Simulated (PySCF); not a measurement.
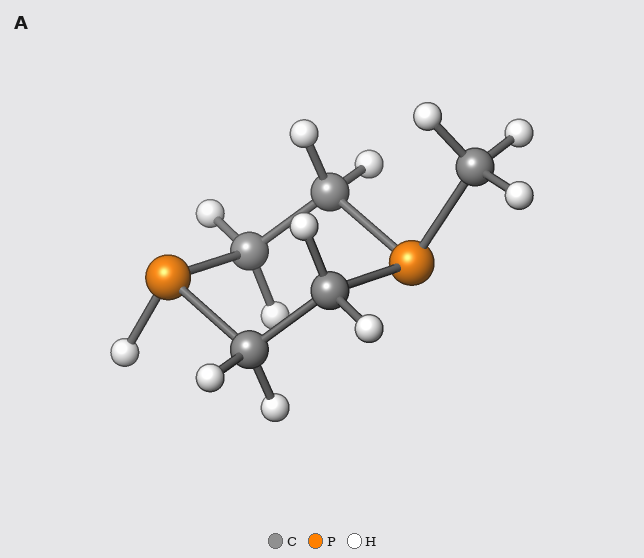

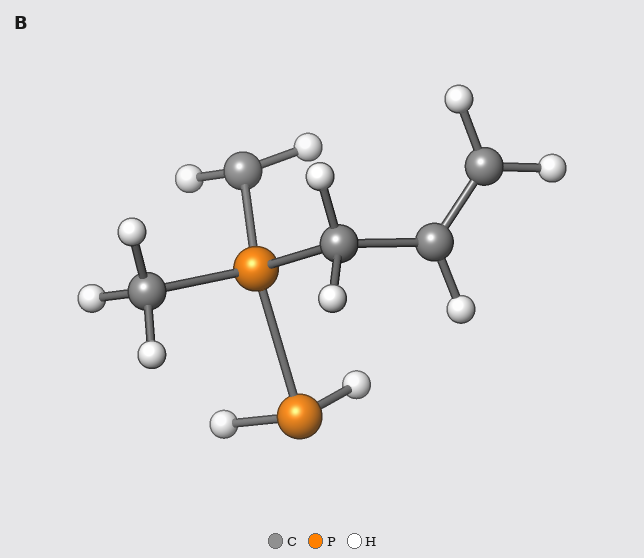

2 stationary structures of one formula. Geometries: GFN2-xTB. Electronic energies: CAM-B3LYP/def2-SVPD (PySCF 2.14.0), without zero-point energy. No frequency run is at hand to confirm each as a minimum. Each is one conformer, not always the lowest.

**How are they related?**

They are constitutional isomers of C5H12P2: A `CP1CCPCC1`, B `C=CC[P@](=C)(C)P`.

**Which structure is the most stable?**

A is lowest; B lies 2.347 eV above it.

The geometry is semi-empirical. Around P such bond lengths and angles can be off by a tenth of an ångström or more and by several degrees, and values that hang on the shape move with them.
